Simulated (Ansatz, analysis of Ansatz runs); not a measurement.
# Migration in Zn3SbN3 (Cm): Zn_i hop between interstitial places, charge 0

How high is the barrier when Zn changes place in Zn3SbN3 (Cm)? The case: Zn_i hop between interstitial places, charge 0, in a cell of 56 host atoms with 1 Zn put in.

Main program and level: Ansatz 0.2.0; plane-wave PAW DFT, PBEsol; nudged elastic band between two relaxed defect structures.

### Step 1. The structure

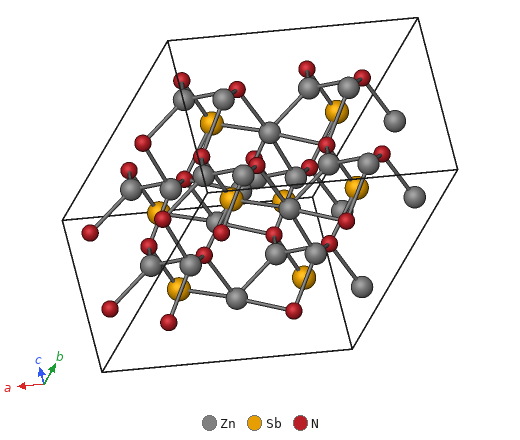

The cell as given, from a free direction (zinc grey, antimony orange, nitrogen red). Some periodic images of atoms are drawn too.

The cell holds 57 atoms: 25 Zn, 8 Sb and 24 N. Its edges and angles: a = 9.402 Å, b = 9.402 Å, c = 11.075 Å, α = 114.5°, β = 114.5°, γ = 88.1°. It derives from Zn3SbN3 (space group Cm). Nearest the centre at fractional (0.309, 0.393, 0.095): Zn57 at 0.94 Å, Zn16 at 2.01 Å, Zn8 at 2.02 Å, Sb11 at 2.44 Å, N20 at 2.63 Å, N12 at 2.71 Å, N7 at 2.75 Å, N21 at 2.80 Å.

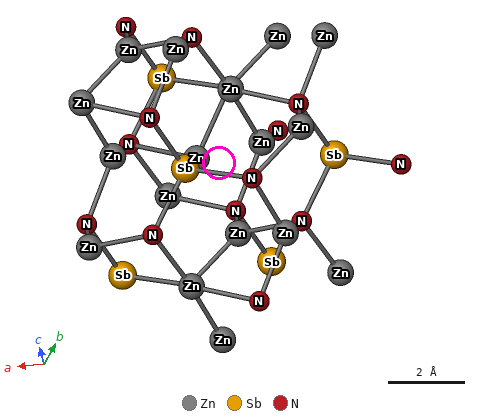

The atoms within 5 Å of the centre. A ring marks the middle of the ideal hop wherever no atom is near it.

Coordinates:

```xyz
57
Lattice="6.7597 -6.5343 0.0061 6.7597 6.5343 0.0061 -6.3964 0.0000 9.0407" Properties=species:S:1:pos:R:3 pbc="T T T"
Zn   -0.4041    0.0000    3.9840
Zn    1.6064   -1.4483    2.1727
Zn    1.6064    1.4483    2.1727
Sb    3.1510    0.0000    4.5261
N    -0.0531    1.7319    3.1623
N    -0.0531   -1.7319    3.1623
N     1.4415    0.0000    0.8548
Zn   -3.6023    0.0000    8.5043
Zn   -1.5918   -1.4483    6.6930
Zn   -1.5918    1.4483    6.6930
Sb   -0.0471    0.0000    9.0464
N    -3.2513    1.7319    7.6827
N    -3.2513   -1.7319    7.6827
N    -1.7566    0.0000    5.3751
Zn    2.9758    3.2672    3.9871
Zn    4.9862    1.8189    2.1758
Zn    4.9862    4.7155    2.1758
Sb    6.5309    3.2672    4.5292
N     3.3267    4.9991    3.1654
N     3.3267    1.5352    3.1654
N     4.8214    3.2672    0.8578
Zn   -0.2224    3.2672    8.5074
Zn    1.7880    1.8189    6.6961
Zn    1.7880    4.7155    6.6961
Sb    3.3327    3.2672    9.0495
N     0.1286    4.9991    7.6857
N     0.1286    1.5352    7.6857
N     1.6232    3.2672    5.3782
Zn    2.9758   -3.2672    3.9871
Zn    4.9862   -4.7155    2.1758
Zn    4.9862   -1.8189    2.1758
Sb    6.5309   -3.2672    4.5292
N     3.3267   -1.5352    3.1654
N     3.3267   -4.9991    3.1654
N     4.8214   -3.2672    0.8578
Zn   -0.2224   -3.2672    8.5074
Zn    1.7880   -4.7155    6.6961
Zn    1.7880   -1.8189    6.6961
Sb    3.3327   -3.2672    9.0495
N     0.1286   -1.5352    7.6857
N     0.1286   -4.9991    7.6857
N     1.6232   -3.2672    5.3782
Zn    6.3557    0.0000    3.9901
Zn    8.3661   -1.4483    2.1788
Zn    8.3661    1.4483    2.1788
Sb    9.9108    0.0000    4.5322
N     6.7066    1.7319    3.1684
N     6.7066   -1.7319    3.1684
N     8.2013    0.0000    0.8609
Zn    3.1575    0.0000    8.5105
Zn    5.1679   -1.4483    6.6992
Zn    5.1679    1.4483    6.6992
Sb    6.7126    0.0000    9.0526
N     3.5084    1.7319    7.6888
N     3.5084   -1.7319    7.6888
N     5.0031    0.0000    5.3812
Zn    3.7657    0.0000    1.5349
```

The cell's shortest repeat is 9.4 Å.

### Step 2. Relaxation of the start point, charge 0

The ends come first: from an unrelaxed start the top is counted from too high an energy, and the barrier comes out too low. Small random displacements break the symmetry of the ideal sites, so that the defect can distort if it gains by it.

Contents of q0.start/input.yaml:

```yaml
crystal:
  lattice:
    - [6.75971426, -6.53433939, 0.00612541]
    - [6.75971426, 6.53433939, 0.00612541]
    - [-6.39637934, 0.0, 9.04065438]
  atoms:
    - { symbol: Zn, position: [0.17849326, 0.17849326, 0.44043488] }
    - { symbol: Zn, position: [0.34319894, 0.12155238, 0.24001245] }
    - { symbol: Zn, position: [0.12155238, 0.34319894, 0.24001245] }
    - { symbol: Sb, position: [0.46963901, 0.46963901, 0.50000293] }
    - { symbol: "N", position: [0.02893677, 0.29398648, 0.34957044] }
    - { symbol: "N", position: [0.29398648, 0.02893677, 0.34957044] }
    - { symbol: "N", position: [0.15126316, 0.15126316, 0.09434241] }
    - { symbol: Zn, position: [0.17849326, 0.17849326, 0.94043488] }
    - { symbol: Zn, position: [0.34319894, 0.12155238, 0.74001245] }
    - { symbol: Zn, position: [0.12155238, 0.34319894, 0.74001245] }
    - { symbol: Sb, position: [0.46963901, 0.46963901, 1.00000293] }
    - { symbol: "N", position: [0.02893677, 0.29398648, 0.84957044] }
    - { symbol: "N", position: [0.29398648, 0.02893677, 0.84957044] }
    - { symbol: "N", position: [0.15126316, 0.15126316, 0.59434241] }
    - { symbol: Zn, position: [0.17849326, 0.67849326, 0.44043488] }
    - { symbol: Zn, position: [0.34319894, 0.62155238, 0.24001245] }
    - { symbol: Zn, position: [0.12155238, 0.84319894, 0.24001245] }
    - { symbol: Sb, position: [0.46963901, 0.96963901, 0.50000293] }
    - { symbol: "N", position: [0.02893677, 0.79398648, 0.34957044] }
    - { symbol: "N", position: [0.29398648, 0.52893677, 0.34957044] }
    - { symbol: "N", position: [0.15126316, 0.65126316, 0.09434241] }
    - { symbol: Zn, position: [0.17849326, 0.67849326, 0.94043488] }
    - { symbol: Zn, position: [0.34319894, 0.62155238, 0.74001245] }
    - { symbol: Zn, position: [0.12155238, 0.84319894, 0.74001245] }
    - { symbol: Sb, position: [0.46963901, 0.96963901, 1.00000293] }
    - { symbol: "N", position: [0.02893677, 0.79398648, 0.84957044] }
    - { symbol: "N", position: [0.29398648, 0.52893677, 0.84957044] }
    - { symbol: "N", position: [0.15126316, 0.65126316, 0.59434241] }
    - { symbol: Zn, position: [0.67849326, 0.17849326, 0.44043488] }
    - { symbol: Zn, position: [0.84319894, 0.12155238, 0.24001245] }
    - { symbol: Zn, position: [0.62155238, 0.34319894, 0.24001245] }
    - { symbol: Sb, position: [0.96963901, 0.46963901, 0.50000293] }
    - { symbol: "N", position: [0.52893677, 0.29398648, 0.34957044] }
    - { symbol: "N", position: [0.79398648, 0.02893677, 0.34957044] }
    - { symbol: "N", position: [0.65126316, 0.15126316, 0.09434241] }
    - { symbol: Zn, position: [0.67849326, 0.17849326, 0.94043488] }
    - { symbol: Zn, position: [0.84319894, 0.12155238, 0.74001245] }
    - { symbol: Zn, position: [0.62155238, 0.34319894, 0.74001245] }
    - { symbol: Sb, position: [0.96963901, 0.46963901, 1.00000293] }
    - { symbol: "N", position: [0.52893677, 0.29398648, 0.84957044] }
    - { symbol: "N", position: [0.79398648, 0.02893677, 0.84957044] }
    - { symbol: "N", position: [0.65126316, 0.15126316, 0.59434241] }
    - { symbol: Zn, position: [0.67849326, 0.67849326, 0.44043488] }
    - { symbol: Zn, position: [0.84319894, 0.62155238, 0.24001245] }
    - { symbol: Zn, position: [0.62155238, 0.84319894, 0.24001245] }
    - { symbol: Sb, position: [0.96963901, 0.96963901, 0.50000293] }
    - { symbol: "N", position: [0.52893677, 0.79398648, 0.34957044] }
    - { symbol: "N", position: [0.79398648, 0.52893677, 0.34957044] }
    - { symbol: "N", position: [0.65126316, 0.65126316, 0.09434241] }
    - { symbol: Zn, position: [0.67849326, 0.67849326, 0.94043488] }
    - { symbol: Zn, position: [0.84319894, 0.62155238, 0.74001245] }
    - { symbol: Zn, position: [0.62155238, 0.84319894, 0.74001245] }
    - { symbol: Sb, position: [0.96963901, 0.96963901, 1.00000293] }
    - { symbol: "N", position: [0.52893677, 0.79398648, 0.84957044] }
    - { symbol: "N", position: [0.79398648, 0.52893677, 0.84957044] }
    - { symbol: "N", position: [0.65126316, 0.65126316, 0.59434241] }
    - { symbol: Zn, position: [0.358636, 0.358636, 0.169296] }
basis:
  ecutwfc: 420
  xc_grid: 2
hamiltonian:
  xc: pbesol
kpoints:
  mp_grid: { grid: [1, 1, 1], shift: [0.25, 0.25, 0.25] }
scf:
  occupations: { method: fixed }
  max_iter: 150
output:
  forces: true
relax:
  f_tol: 0.02
  max_steps: 70
  random_displacement: { amplitude: 0.03, seed: 147 }
```

Started as:

```sh
$ ansatz run input.yaml --threads 32 --pin off --max-ram 84787MiB --backend cuda --events-out ev --progress --plain --runs-dir out --max-vram 78GiB
```

What it wrote:

```text
[...]
Engine: ansatz 0.2.0, aarch64-unknown-linux-gnu
[...]
Pseudopotential: Zn, paw, valence charge 12, recommended cutoff 420 eV (normal), Zn.paw.azcp
Pseudopotential: Sb, paw, valence charge 15, recommended cutoff 420 eV (normal), Sb.paw.azcp
Pseudopotential: N, paw, valence charge 5, recommended cutoff 420 eV (normal), N.paw.azcp
Functional definition: PBEsol
[...]
Crystal: 57 atoms, lattice volume = 799.168 Å³
Basis set: ecut = 420 eV, 15649 PW (Γ), exchange–correlation on 128×128×150 points (8 copies of the dense FFT grid, shifted against one another)
Bands: 327, of which v1, the nominal top of the filled ones, is band 270 counted from 1 (269 counted from 0)
[...]
k-points: 1
[...]
SCF 1 converged in 8 iterations: F = -142364.247119 eV  dr2 = 2.73e-6
[...]
relax step   1: F+E_penalty+E_count = -142364.24711872 eV  Δ(F+E_penalty+E_count) = +0.000e0 eV  max|allowed force component| = 1.813e0 eV/Å  Δτ_max = 0.0000 Å  (8 SCF iters, dr2 threshold 1.00e-5 eV, [...]
[...]
SCF iter   2: F=—  HF=-142364.900131 eV  |F-HF|=—  |Δ(HF+E_count)|=   3.31e-2  Δρ=3.16e-3  dr2=5.24e-2  ethr=3.54e-5  ⟨swp⟩=2.0  Hψ=506  notcnv=0  defer=55
[...]
SCF iter   6: F=-142364.888811 eV  HF=-142364.888812 eV  |F-HF|=1.55e-6  |Δ(HF+E_count)|=   7.24e-5  Δρ=5.54e-5  dr2=2.55e-5  ethr=1.85e-8  ⟨swp⟩=3.0  Hψ=1133  notcnv=0
[...]
SCF 5 converged in 10 iterations: F = -142365.251475 eV  dr2 = 4.54e-8
[...]
SCF 7 converged in 6 iterations: F = -142365.256592 eV  dr2 = 7.06e-8
relax step   7: F+E_penalty+E_count = -142365.25659235 eV  Δ(F+E_penalty+E_count) = -7.538e-4 eV  max|allowed force component| = 6.068e-3 eV/Å  Δτ_max = 0.0077 Å  (6 SCF iters, accepted)
SCF converged after 6 iterations
[...]
```

Elapsed: 4.4 s, on 1 × NVIDIA GB200 with 32 threads of Arm Neoverse V2, shared host; peak memory 1.3 GiB.

Relaxation path:

```
step  energy less that of the first step (eV)  largest force component (eV/Å)
   1                                   0.0000                          1.8134
   2                                  -0.6417                          0.8482
   3                                  -0.9504                          0.3318
   4                                  -0.8014                          0.5764
   5                                  -1.0044                          0.0606
   6                                  -1.0087                          0.0336
   7                                  -1.0095                          0.0061
```

Relaxation step 4 was tried and not accepted.

The atoms that moved most (Å, from the sites as typed, ahead of the random displacement, the mean shift of all atoms taken out):

```
atom      dx      dy      dz  length
Zn57  -0.148   0.000   0.208   0.255
 Sb4  -0.055  -0.001   0.151   0.161
 Zn2  -0.118  -0.074  -0.006   0.139
 Zn3  -0.117   0.072  -0.005   0.138
Zn31   0.066  -0.088  -0.015   0.111
Zn16   0.064   0.087  -0.014   0.109
Sb11   0.095  -0.001  -0.053   0.108
 N49   0.106  -0.001  -0.014   0.107
```

Neighbours of Zn57 at the end:

```
atom  distance (Å)
 N33         2.133
 N20         2.136
  N7         2.317
Zn16         2.420
Zn31         2.422
 Zn8         2.431
 Zn3         2.650
 Zn2         2.652
```

Read from the output:

* free energy: -142365.2566 eV
* r.m.s. move of the farther half of the atoms: 0.03813 Å
* largest move from the ideal geometry of this structure, a common shift of the far atoms taken out: 0.2563 Å

The relaxation gained 1.009 eV and ended with a largest force component of 0.0061 eV/Å.

### Step 3. Relaxation of the end point, charge 0

The end point is relaxed in the same cell and settings, so that the two energies compare. Atoms more than 3.2 Å from the middle of the hop start where the first relaxation left them, the nearer ones on or close to their ideal places, with small random displacements.

Contents of q0.end/input.yaml:

```yaml
crystal:
  lattice:
    - [6.75971426, -6.53433939, 0.00612541]
    - [6.75971426, 6.53433939, 0.00612541]
    - [-6.39637934, 0.0, 9.04065438]
  atoms:
    - { symbol: Zn, position: [0.17640091, 0.17661822, 0.4394158] }
    - { symbol: Zn, position: [0.33960714, 0.10683351, 0.23924158] }
    - { symbol: Zn, position: [0.12155238, 0.34319894, 0.24001245] }
    - { symbol: Sb, position: [0.47323983, 0.47334509, 0.51658363] }
    - { symbol: "N", position: [0.02413694, 0.2918835, 0.35281722] }
    - { symbol: "N", position: [0.29158638, 0.0243269, 0.35275189] }
    - { symbol: "N", position: [0.15126316, 0.15126316, 0.09434241] }
    - { symbol: Zn, position: [0.17849326, 0.17849326, 0.94043488] }
    - { symbol: Zn, position: [0.34349089, 0.1223946, 0.73844628] }
    - { symbol: Zn, position: [0.12193372, 0.3439078, 0.73835944] }
    - { symbol: Sb, position: [0.46963901, 0.46963901, 1.00000293] }
    - { symbol: "N", position: [0.02893677, 0.29398648, 0.84957044] }
    - { symbol: "N", position: [0.29195562, 0.02580166, 0.84364524] }
    - { symbol: "N", position: [0.15160344, 0.15197911, 0.59381347] }
    - { symbol: Zn, position: [0.17405204, 0.67660948, 0.43764599] }
    - { symbol: Zn, position: [0.34319894, 0.62155238, 0.24001245] }
    - { symbol: Zn, position: [0.11638532, 0.84161172, 0.2392532] }
    - { symbol: Sb, position: [0.47169511, 0.9705761, 0.50449214] }
    - { symbol: "N", position: [0.02657649, 0.79346907, 0.35017833] }
    - { symbol: "N", position: [0.29398648, 0.52893677, 0.34957044] }
    - { symbol: "N", position: [0.15126316, 0.65126316, 0.09434241] }
    - { symbol: Zn, position: [0.17863337, 0.67883882, 0.93746731] }
    - { symbol: Zn, position: [0.3446188, 0.62416061, 0.73941276] }
    - { symbol: Zn, position: [0.12112756, 0.84224344, 0.73738329] }
    - { symbol: Sb, position: [0.46815053, 0.9724309, 0.99845449] }
    - { symbol: "N", position: [0.02935398, 0.79507109, 0.84823743] }
    - { symbol: "N", position: [0.29146418, 0.52991349, 0.84452386] }
    - { symbol: "N", position: [0.15248361, 0.65145184, 0.59371733] }
    - { symbol: Zn, position: [0.67621106, 0.17423803, 0.43738537] }
    - { symbol: Zn, position: [0.841394, 0.11666641, 0.23920555] }
    - { symbol: Zn, position: [0.62155238, 0.34319894, 0.24001245] }
    - { symbol: Sb, position: [0.97036212, 0.47200355, 0.50455345] }
    - { symbol: "N", position: [0.52282129, 0.29335634, 0.35469923] }
    - { symbol: "N", position: [0.79313702, 0.02675714, 0.35001357] }
    - { symbol: "N", position: [0.65579238, 0.14939341, 0.09206111] }
    - { symbol: Zn, position: [0.67863887, 0.1788276, 0.93728044] }
    - { symbol: Zn, position: [0.84199143, 0.12115666, 0.73710557] }
    - { symbol: Zn, position: [0.62395889, 0.34481559, 0.73921471] }
    - { symbol: Sb, position: [0.96963901, 0.46963901, 1.00000293] }
    - { symbol: "N", position: [0.52966306, 0.29158558, 0.84427065] }
    - { symbol: "N", position: [0.79484956, 0.0295148, 0.84808817] }
    - { symbol: "N", position: [0.65115432, 0.15261227, 0.59349387] }
    - { symbol: Zn, position: [0.67212209, 0.67237315, 0.43718719] }
    - { symbol: Zn, position: [0.84044742, 0.62250455, 0.23995463] }
    - { symbol: Zn, position: [0.62235387, 0.84048687, 0.23997903] }
    - { symbol: Sb, position: [0.97047547, 0.9708407, 0.50268679] }
    - { symbol: "N", position: [0.52950031, 0.79615301, 0.35223331] }
    - { symbol: "N", position: [0.79598018, 0.52984015, 0.352282] }
    - { symbol: "N", position: [0.65816475, 0.65828236, 0.09271338] }
    - { symbol: Zn, position: [0.68433111, 0.6845496, 0.93875277] }
    - { symbol: Zn, position: [0.84564347, 0.62169644, 0.74001955] }
    - { symbol: Zn, position: [0.62142234, 0.84582571, 0.73992804] }
    - { symbol: Sb, position: [0.96723656, 0.96751072, 0.99687569] }
    - { symbol: "N", position: [0.52896037, 0.79677121, 0.84979848] }
    - { symbol: "N", position: [0.79657884, 0.52917132, 0.84983979] }
    - { symbol: "N", position: [0.65154147, 0.6517076, 0.59649443] }
    - { symbol: Zn, position: [0.2596, 0.4277, 0.0217] }
basis:
  ecutwfc: 420
  xc_grid: 2
hamiltonian:
  xc: pbesol
kpoints:
  mp_grid: { grid: [1, 1, 1], shift: [0.25, 0.25, 0.25] }
scf:
  occupations: { method: fixed }
  max_iter: 150
output:
  forces: true
relax:
  f_tol: 0.02
  max_steps: 70
  random_displacement: { amplitude: 0.01, seed: 147 }
```

What it wrote:

```text
[...]
Crystal: 57 atoms, lattice volume = 799.168 Å³
Basis set: ecut = 420 eV, 15649 PW (Γ), exchange–correlation on 128×128×150 points (8 copies of the dense FFT grid, shifted against one another)
Bands: 327, of which v1, the nominal top of the filled ones, is band 270 counted from 1 (269 counted from 0)
[...]
k-points: 1
[...]
SCF iter   2: F=—  HF=-142361.822519 eV  |F-HF|=—  |Δ(HF+E_count)|=   3.41e-1  Δρ=3.46e-3  dr2=9.36e-2  ethr=2.78e-4  ⟨swp⟩=2.0  Hψ=569  notcnv=0  defer=55
[...]
SCF iter   9: F=-142361.798365 eV  HF=-142361.798364 eV  |F-HF|=1.41e-7  |Δ(HF+E_count)|=   7.84e-7  Δρ=1.63e-5  dr2=2.54e-6  ethr=1.85e-9  ⟨swp⟩=4.0  Hψ=1077  notcnv=0
SCF 1 converged in 9 iterations: F = -142361.798365 eV  dr2 = 2.54e-6
[...]
relax step   1: F+E_penalty+E_count = -142361.79836464 eV  Δ(F+E_penalty+E_count) = +0.000e0 eV  max|allowed force component| = 6.989e0 eV/Å  Δτ_max = 0.0000 Å  (9 SCF iters, dr2 threshold 1.00e-5 eV, [...]
[...]
relax step   3: F+E_penalty+E_count = -142364.18779506 eV  Δ(F+E_penalty+E_count) = -5.953e-1 eV  max|allowed force component| = 4.967e-1 eV/Å  Δτ_max = 0.1232 Å  (6 SCF iters, dr2 threshold 1.00e-4 e [...]
[...]
SCF 5 converged in 10 iterations: F = -142364.306637 eV  dr2 = 6.50e-8
[...]
SCF 9 converged in 8 iterations: F = -142364.329858 eV  dr2 = 5.40e-8
[...]
SCF 11 converged in 2 iterations: F = -142364.330569 eV  dr2 = 4.07e-8
[...]
SCF converged after 2 iterations
[...]
```

It took 6.1 s on 1 × NVIDIA GB200 with 32 threads; peak memory 1.3 GiB; 24 s of CPU time.

Step by step:

```
step  energy less that of the first step (eV)  largest force component (eV/Å)
   1                                   0.0000                          6.9892
   2                                  -1.7942                          1.5888
   3                                  -2.3894                          0.4967
   4                                  -2.2797                          0.6263
   5                                  -2.5083                          0.2332
   6                                  -2.5129                          0.1798
   7                                  -2.5241                          0.0776
   8                                  -2.5290                          0.0460
   9                                  -2.5315                          0.0419
  10                                  -2.5322                          0.0178
  11                                  -2.5322                          0.0178
```

Relaxation step 4 was tried and not accepted.

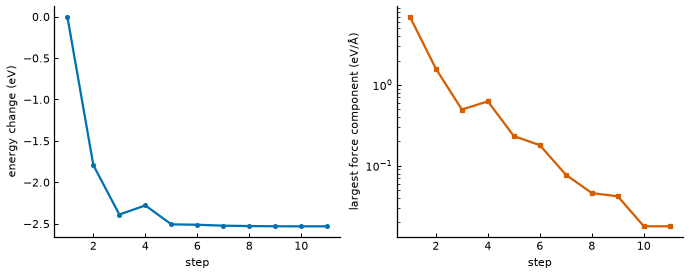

Energy and largest force along the relaxation.

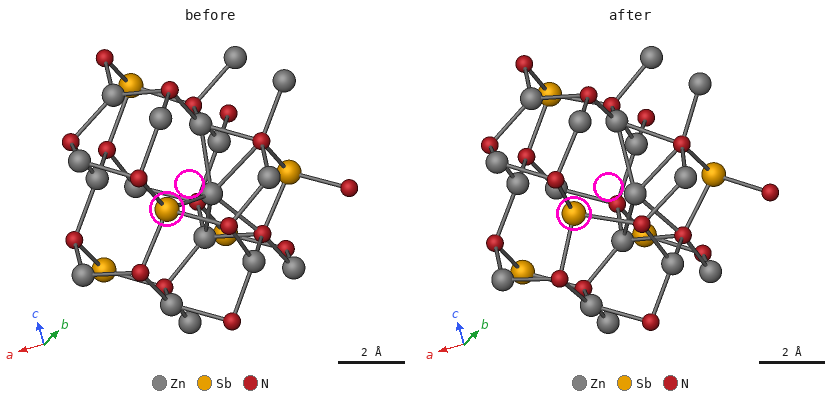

Before and after: the atoms that start within 5 Å of the centre. Sb11, which moves most, is ringed if it is among them. A ring with no atom in it marks the middle of the ideal hop.

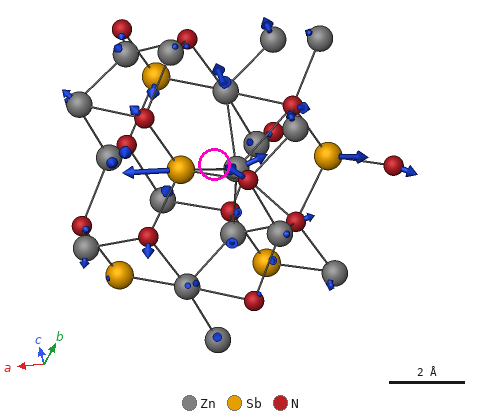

Displacements in the relaxation from the typed sites near the centre, exaggerated; the longest in the cell stands for 0.38 Å. A ring marks the middle of the ideal hop wherever no atom is near it.

The atoms that moved most (Å, from the sites as typed, ahead of the random displacement):

```
atom      dx      dy      dz  length
Sb11   0.179  -0.324   0.093   0.382
Sb39  -0.153   0.187  -0.055   0.248
Zn16  -0.072   0.009   0.235   0.246
 N27  -0.067  -0.103   0.211   0.245
Zn38   0.000   0.065  -0.182   0.193
Zn57  -0.020   0.188  -0.005   0.189
 N33   0.115  -0.025  -0.127   0.173
 N20  -0.111   0.024   0.126   0.170
```

Neighbours of Zn57 at the end:

```
atom  distance (Å)
 N12         2.139
 N21         2.153
Zn16         2.321
 Zn8         2.369
 N27         2.432
Sb11         2.602
Zn10         2.622
Zn22         2.702
Sb39         2.748
```

Read from the output:

```yaml
free_energy: -142364.3306 eV
r_m_s_move_of_the_farther_half_of_the_atoms: 0.08324 Å
largest_move_from_the_ideal_geometry_of_this_structure_a_common_shift_of_the_far_atoms_taken_out: 0.3783 Å
```

The relaxation gained 2.532 eV and ended with a largest force component of 0.018 eV/Å. The end lies 0.926 eV above the start.

(Continued in part 2 of 4.)

[Logs are printed without paths, hosts, clocks, repeated set-up lines and the standing remarks that a program may print on its own settings, such as how far it seeks lower states.]

[Hosts, paths, dates, database ids (printed as entryN), source tags and the programs' standing remarks are cut or masked in the printed files.]
